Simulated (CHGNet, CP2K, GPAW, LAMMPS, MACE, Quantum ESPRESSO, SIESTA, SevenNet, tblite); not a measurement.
# GPAW on amorphous Si (114 atoms): settings against a plane-wave reference, part 2 of 2

How do the settings of GPAW change the result for amorphous Si (114 atoms)? A plane-wave run serves as the yardstick.

Program: GPAW 26.7.0; the method stands at each step. Banners, paths, timers and routine set-up lines are dropped from the logs unmarked, and long logs keep their key lines alone; longer cuts are marked.

So far. Step 3 (PBE, LCAO dzp, h 0.22 Å): Against the first run (5.7 %), the force difference from the reference is 5.6 %, at 0.71 times the CPU time: the change moves forces by 3.0 meV/Å r.m.s., so most of the difference comes from elsewhere. Step 4 (PBE, LCAO szp(dzp), h 0.2 Å): Against the first run (5.7 %), the force difference from the reference is 18 %, at 0.67 times the CPU time (on 1 against 2 cores), with 1026 basis functions against 1482: the smaller basis costs accuracy.

## (5) PBE, LCAO dzp, h 0.2 Å, other mixer settings

Method: Kohn-Sham DFT, PBE, PAW, atomic orbitals (dzp).

run.py reads:

```python
import numpy as np
from ase.io import read
from gpaw import GPAW, FermiDirac, Mixer
from ase.parallel import parprint as print

atoms = read("structure.xyz")
atoms.calc = GPAW(
    mode="lcao",
    basis="dzp",
    h=0.2,
    xc="PBE",
    kpts={"size": (1, 1, 1), "gamma": True},
    occupations=FermiDirac(0.05),
    mixer=Mixer(0.03, 7, 100),
    maxiter=200,
    symmetry={"point_group": False},
    txt="gpaw.txt",
)
energy = atoms.get_potential_energy(force_consistent=True)
forces = atoms.get_forces()
print(f"energy {energy:.6f} eV")
print("forces (eV/A)")
for i, (a, f) in enumerate(zip(atoms, forces)):
    print(f"{i:4d} {a.symbol:2s} {f[0]:10.5f} {f[1]:10.5f} {f[2]:10.5f}")
print(f"Fermi level {atoms.calc.get_fermi_level():.4f} eV")
for k in range(len(atoms.calc.get_ibz_k_points())):
    for s in range(atoms.calc.get_number_of_spins()):
        e = atoms.calc.get_eigenvalues(kpt=k, spin=s)
        n = np.searchsorted(e, atoms.calc.get_fermi_level())
        print(f"k {k} spin {s} levels about the Fermi level:", np.round(e[max(n - 6, 0):n], 4).tolist(), "|", np.round(e[n:n + 6], 4).tolist())
```

structure.xyz reads:

```xyz
114
Lattice="13.28010 0.00000 0.00000 0.00000 13.28010 0.00000 0.00000 0.00000 13.28010" Properties=species:S:1:pos:R:3 pbc="T T T"
[... 114 atom lines left out: the same atoms as in the first run ...]
```

Run with:

```
$ OMP_NUM_THREADS=1 mpirun -np 2 gpaw python run.py > output.txt
```

The log of the run:

```text
energy -575.288313 eV
forces (eV/A)
   0 Si    0.21474    0.50419   -0.02182
   1 Si   -0.58885   -0.61472    0.44425
   2 Si    0.83128   -0.88987   -1.20010
   3 Si    0.50454    0.45072   -1.20174
   4 Si    1.11194   -0.64061   -0.79940
   5 Si   -0.01338   -1.05802   -0.31602
   6 Si   -0.60729   -0.03676   -1.49713
   7 Si    0.62978   -0.68056   -0.24609
   8 Si   -0.26599    0.96694    1.44241
   9 Si    1.41534   -0.61575   -0.90774
  10 Si    0.37344   -0.62760    0.26769
  11 Si   -3.95454    0.92210    0.71186
  12 Si    0.00628   -0.75940   -1.18892
  13 Si   -0.37220    1.17584   -0.33523
  14 Si    0.95545   -0.71103    0.07241
  15 Si   -1.61323    1.41908   -0.48763
  16 Si    0.24927    0.07728   -1.11691
  17 Si    0.02614    0.24404    0.22328
  18 Si    0.68322    0.76942    0.28598
  19 Si    0.50358    0.29435    0.12457
  20 Si    0.37346   -0.22273   -0.63863
  21 Si   -0.52152    1.38175    0.71564
  22 Si   -0.55315    0.13842    0.40432
  23 Si    0.47740    0.47534    0.24105
[...]
106 Si    0.05121    1.27937    0.07896
 107 Si    0.76092    0.83387   -0.03071
 108 Si   -0.00772   -0.01966    0.85479
 109 Si    0.06321   -0.34290   -1.00170
 110 Si   -0.69929   -0.10845    0.55555
 111 Si    0.43204    1.50808    0.59264
 112 Si   -1.17217    0.46462   -0.86702
 113 Si   -0.00019    0.07287    0.67751
Fermi level 5.2505 eV
k 0 spin 0 levels about the Fermi level: [4.7003, 4.7886, 4.8342, 4.974, 5.1206, 5.1959] | [5.2891, 5.489, 5.6244, 5.6789, 5.7688, 5.8331]
```

gpaw.txt:

```text
Input parameters:
  mode=LCAO(),
  basis={'default': 'dzp'},
  h=0.2,
  kpts=MonkhorstPack(size=(1, 1, 1), gamma=True),
  maxiter=200,
  mixer=Pulay(name='pulay', nmaxold=7, beta=0.03, weight=100, sigma=0.015, g_ss=None),
  occupations=Occupations(name='fermi-dirac', width=0.05, fixmagmom=False),
  symmetry=Symmetry(point_group=False),
  xc=XC(name='PBE')
Unit cell  # Å
[... lines left out ...]
  Fermi-Dirac:
[... lines left out ...]
convergence criteria:
- Maximum [total energy] change in last 3 cyles: 0.0005 eV / valence electron
[... lines left out ...]
Converged in 24 steps
[... lines left out ...]
  Coulomb:        -602.382378
  Zero:             -1.539272
  External:          0.000000
  Xc:             -675.689238
  Entropy:          -0.152415
  Spinorbit:         0.000000
  ----------------------------
  Free energy:    -575.288313
  Extrapolated:   -575.212105
dipole moment: (84.540218, -23.210091, 0.872610)  # |e|*Ang
Fermi level: 5.250
Eigenvalues  # (at kpt = [0.000, 0.000, 0.000])
| band index |      eig [eV] | occ [0-2] |
|------------|---------------|-----------|
|          0 |        -7.057 |     2.000 |
|        ... |               |           |
|        220 |         4.535 |     2.000 |
|        221 |         4.588 |     2.000 |
[...]
|        235 |         6.034 |     0.000 |
|        ... |               |           |
|        277 |         7.648 |     0.000 |
Gap: 0.093 eV
Transition (v -> c):
  (s=0, k=0, n=227, [0.00, 0.00, 0.00]) -> (s=0, k=0, n=228, [0.00, 0.00, 0.00])
No difference between direct/indirect transitions
Force computation time: 42.918  # s
```

Elapsed: 8.2 min, on 2 MPI ranks of Arm Neoverse V1, shared host; peak memory 2.8 GiB; 16 min of CPU time.

Numbers from this run, and their distance from the reference:

```
r.m.s. force component                           : 0.8491 eV/Å
r.m.s. difference of force components            : 45.92 meV/Å
longest difference of force vectors              : 168.4 meV/Å
force difference over r.m.s. force               : 5.649 %
slope of forces against the reference's          : 1.044
correlation of force components                  : 0.9994
gap (highest filled to lowest empty level) : 0.0932 eV
energy less the same-level run's                 : 0 meV/atom
r.m.s. force difference from the same-level run  : 0.805 meV/Å
```

Against the first run (5.7 %), the force difference from the reference is 5.6 %, at 1.3 times the CPU time: another solver or mixer reaches the same state.

## (6) PBE, LCAO sz(dzp), h 0.2 Å

Method: Kohn-Sham DFT, PBE, PAW, atomic orbitals (sz(dzp)).

Edit run.py of step 5 so:

```diff
@@ -2,4 +2,3 @@
 from ase.io import read
-from gpaw import GPAW, FermiDirac, Mixer
-from ase.parallel import parprint as print
+from gpaw import GPAW, FermiDirac
 
@@ -8,3 +7,3 @@
     mode="lcao",
-    basis="dzp",
+    basis="sz(dzp)",
     h=0.2,
@@ -13,3 +12,2 @@
     occupations=FermiDirac(0.05),
-    mixer=Mixer(0.03, 7, 100),
     maxiter=200,
```

structure.xyz is that of step 5.

Run with:

```
$ OMP_NUM_THREADS=1 python run.py > output.txt
```

The log of the run:

```text
energy -494.840470 eV
forces (eV/A)
   0 Si    0.35740    0.83073   -0.17529
   1 Si   -0.50833   -0.59687    0.66357
   2 Si    1.07412   -1.32714   -1.76099
   3 Si    1.06925    0.62391   -1.30251
   4 Si    1.56898   -0.86441   -1.04168
   5 Si    0.09132   -1.36471   -0.51288
   6 Si   -0.79619   -0.10600   -2.15924
   7 Si    0.87573   -1.09735   -0.27162
   8 Si   -0.28071    1.54742    2.05891
   9 Si    2.19491   -0.37089   -1.29730
  10 Si    0.39696   -0.77125    0.06299
  11 Si   -4.94304    1.17510    0.88355
[...]
109 Si   -0.10279   -0.75516   -1.12502
 110 Si   -0.81967   -0.11944    1.00969
 111 Si    0.50464    2.12763    0.48083
 112 Si   -1.48320    0.57950   -1.06935
 113 Si    0.08963    0.09858    1.04846
Fermi level 5.5190 eV
k 0 spin 0 levels about the Fermi level: [4.6993, 4.8212, 4.8841, 5.1747, 5.3511, 5.4035] | [5.6172, 5.8378, 5.9705, 6.1615, 6.2142, 6.3503]
```

gpaw.txt:

```text
Input parameters:
  mode=LCAO(),
  basis={'default': 'sz(dzp)'},
  h=0.2,
  kpts=MonkhorstPack(size=(1, 1, 1), gamma=True),
  maxiter=200,
  occupations=Occupations(name='fermi-dirac', width=0.05, fixmagmom=False),
  symmetry=Symmetry(point_group=False),
  xc=XC(name='PBE')
[... lines left out ...]
  Fermi-Dirac:
[... lines left out ...]
convergence criteria:
- Maximum [total energy] change in last 3 cyles: 0.0005 eV / valence electron
[... lines left out ...]
Converged in 15 steps
[... lines left out ...]
  Free energy:    -494.840470
[... lines left out ...]
Fermi level: 5.519
[... lines left out ...]
|          0 |        -7.465 |     2.000 |
|        ... |               |           |
|        220 |         4.532 |     2.000 |
|        221 |         4.649 |     2.000 |
[...]
|        235 |         6.592 |     0.000 |
|        ... |               |           |
|        277 |         8.601 |     0.000 |
Gap: 0.214 eV
Transition (v -> c):
  (s=0, k=0, n=227, [0.00, 0.00, 0.00]) -> (s=0, k=0, n=228, [0.00, 0.00, 0.00])
No difference between direct/indirect transitions
Force computation time: 12.722  # s
timing:  # [seconds]
  Total:  125.272  # ━━━━━━━━━━━━━━━━━━━━━━━━━━━━━━━━━━━━━━━━━━━━━━━━━━━━━━━━
  Init:    12.895  # ━━━━━━
  SCF:     99.617  # ━━━━━━━━━━━━━━━━━━━━━━━━━━━━━━━━━━━━━━━━━━━━╸
  Forces:  12.722  # ━━━━━╸
```

Elapsed: 2.1 min, on 1 thread; peak memory 1.9 GiB.

Compared with the plane-wave run:

* r.m.s. force component: 1.127 eV/Å
* r.m.s. difference of force components: 372.3 meV/Å
* longest difference of force vectors: 1263 meV/Å
* force difference over r.m.s. force: 45.8 %
* slope of forces against the reference's: 1.357
* correlation of force components: 0.9784
* gap (highest filled to lowest empty level): 0.2137 eV

This is a coarse setting, run to see what it loses.

Against the first run (5.7 %), the force difference from the reference is 46 %, at 0.17 times the CPU time (on 1 against 2 cores), with 456 basis functions against 1482: the smaller basis costs accuracy.

## (7) Side by side

Differences are against the plane-wave reference, forces as r.m.s. over components; share is that over the reference's r.m.s. force, slope the least-squares factor from reference forces to these. Total energies of different programs have different zeros and aren't compared.

| run | Δ force, r.m.s. (meV/Å) | share (%) | slope | cores | CPU time | memory (GiB) |
| --- | --- | --- | --- | --- | --- | --- |
| reference | - | - | - | 4 | 24 min | 9.2 |
| GPAW PBE, LCAO dzp, h 0.2 Å | 46.1 | 5.67 | 1.044 | 2 | 13 min | 2.9 |
| GPAW PBE, LCAO dzp, h 0.22 Å (coarse) | 45.9 | 5.65 | 1.044 | 2 | 8.9 min | 2.1 |
| GPAW PBE, LCAO szp(dzp), h 0.2 Å (coarse) | 144 | 17.7 | 1.111 | 1 | 8.4 min | 2.5 |
| GPAW PBE, LCAO dzp, h 0.2 Å, other mixer settings | 45.9 | 5.65 | 1.044 | 2 | 16 min | 2.8 |
| GPAW PBE, LCAO sz(dzp), h 0.2 Å (coarse) | 372 | 45.8 | 1.357 | 1 | 2.1 min | 1.9 |

Rows marked coarse were listed beforehand as settings not expected to be converged; some can still land near the reference.

CPU time is summed over cores on a shared host, where runs went side by side, so it is rough. Symmetry, cutoffs, thresholds, outputs and thread counts weren't matched or tuned between programs; memory under MPI is the largest rank's times the ranks.

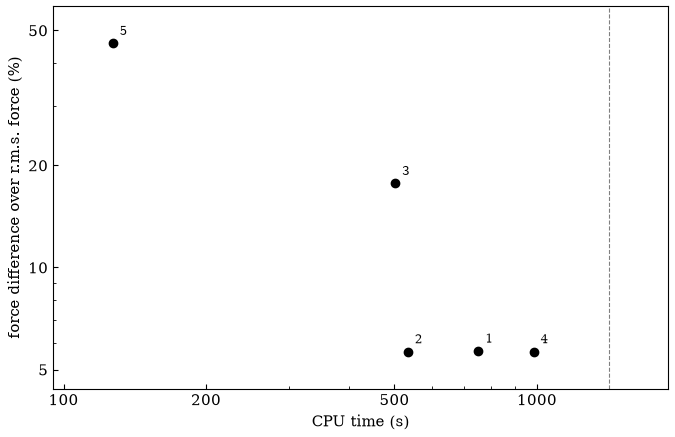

Force difference against CPU time; the dashed line marks the reference's time. Points: 1 GPAW PBE, LCAO dzp, h 0.2 Å; 2 GPAW PBE, LCAO dzp, h 0.22 Å; 3 GPAW PBE, LCAO szp(dzp), h 0.2 Å; 4 GPAW PBE, LCAO dzp, h 0.2 Å, other mixer settings; 5 GPAW PBE, LCAO sz(dzp), h 0.2 Å.

Within one program, basis, potentials and functional, energies share a zero. Each run against its twin at the usual cutoff or grid and solver:

| run | twin | Δ energy (meV/atom) | Δ force, r.m.s. (meV/Å) | CPU time over the twin's |
| --- | --- | --- | --- | --- |
| GPAW PBE, LCAO dzp, h 0.22 Å | LCAO dzp, h 0.2 Å | 2.29 | 2.96 | 0.71 |
| GPAW PBE, LCAO dzp, h 0.2 Å, other mixer settings | LCAO dzp, h 0.2 Å | 0 | 0.805 | 1.3 |

## (8) Results

| Quantity | Value |
| --- | --- |
| nearest in forces | a tie at 5.6 % of 2 runs: GPAW PBE, LCAO dzp, h 0.22 Å (coarse); GPAW PBE, LCAO dzp, h 0.2 Å, other mixer settings |

What this shows: The PBE runs in local orbitals, coarse settings apart, differ by 5.6 % (GPAW PBE, LCAO dzp, h 0.2 Å, other mixer settings) to 5.7 % (GPAW PBE, LCAO dzp, h 0.2 Å); basis, grid and potentials can all enter. Runs with settings chosen to be coarse differ by 5.6 % (GPAW PBE, LCAO dzp, h 0.22 Å) to 46 % (GPAW PBE, LCAO sz(dzp), h 0.2 Å), their programs' other errors included. Of the electronic-structure runs that take under half the reference's CPU time, GPAW PBE, LCAO dzp, h 0.22 Å comes nearest, at 5.6 % in 8.9 min against 24 min. GPAW PBE, LCAO sz(dzp), h 0.2 Å stiffens the forces by a factor of 1.36 while following their directions (correlation 0.978); the slopes of the 5 GPAW runs lie between 1.04 and 1.36. The quench rate of 10 K/ps is many orders above laboratory rates, so the cell is likely richer in defects and strain than a real sample. The network of bonds at the start is that of the classical potential that made the cell, and needn't be the one that DFT or experiment would give. The electronic-structure runs sample only Γ, in a cell whose shortest periodic width is 13 Å, which is coarse for a cell with partly filled levels.

[Also dropped from logs without a mark: logging warnings of Python, and SIESTA's first energy breakdown and zero terms.]

[Logs are printed without paths, hosts, clocks, repeated set-up lines and the standing remarks that a program may print on its own settings, such as how far it seeks lower states.]

[Hosts, paths, dates, database ids (printed as entryN), source tags and the programs' standing remarks are cut or masked in the printed files.]
